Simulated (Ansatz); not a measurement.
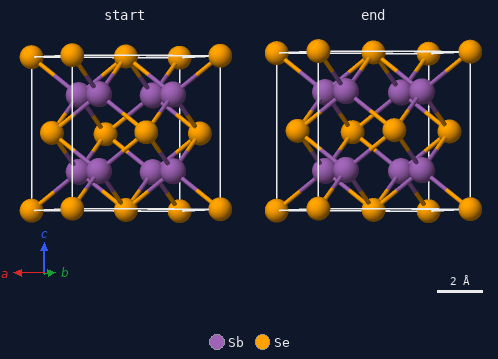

The structure of crystalline Sb$_{2}$Se (a generated structure, set up in Fm-3m) (coarse preliminary run) before (left) and after (right) a relaxation, at one scale.

A ball-and-stick model of the conventional cell (4 times the calculation's cell), seen from a free direction. Lengths and directions refer to the drawn axes.

All numbers below come from DFT PBE, scalar-relativistic, plane waves, PAW (Ansatz).

Input
```yaml
crystal:
  lattice:
    - [0.0, 3.42012019, 3.42012019]
    - [3.42012019, 0.0, 3.42012019]
    - [3.42012019, 3.42012019, 0.0]
  atoms:
    - { symbol: Sb, position: [0.25, 0.25, 0.25] }
    - { symbol: Sb, position: [0.75, 0.75, 0.75] }
    - { symbol: Se, position: [0.0, 0.0, 0.0] }
basis:
  ecutwfc: 420
kpoints:
  mp_grid: { grid: [4, 4, 4] }
hamiltonian:
  xc: pbe
scf:
  occupations: { method: gaussian, width: 0.1 }
  lower_state_search: "off"
output:
  forces: true
  stress: true
  eigenvalues: true
relax:
  adjacent_minimum: "off"
  f_tol: 0.04
  max_steps: 70
  cell: { stress_tol: 0.4 }
```

Command:
```bash
ansatz run input.yaml --threads 1 --pin off --max-ram 2560MiB --backend cpu --events-out ev --progress --plain --runs-dir out
```

What changed between the two?

Answer. The atoms keep their places relative to the cell (all moves are under 0.005 Å). The volume changes by +8.1 %, with a = b = c 6.840 → 7.019 Å (+2.6 %). Near-neighbour distances that change, for instance: Sb1–Se3 2.962 → 3.039 Å. The space group stays Fm-3m (No. 225). After 2 accepted moves (3 points after the start) the energy has fallen by 73.2 meV per cell of the calculation. All forces vanish by symmetry, so only the cell relaxes. The pressure goes from 4.17 to −0.22 GPa. The SCF was repeated once at an unchanged geometry on a basis and grid sized afresh for the cell, which shifted the energy by 0.9 meV per cell of the calculation at most.
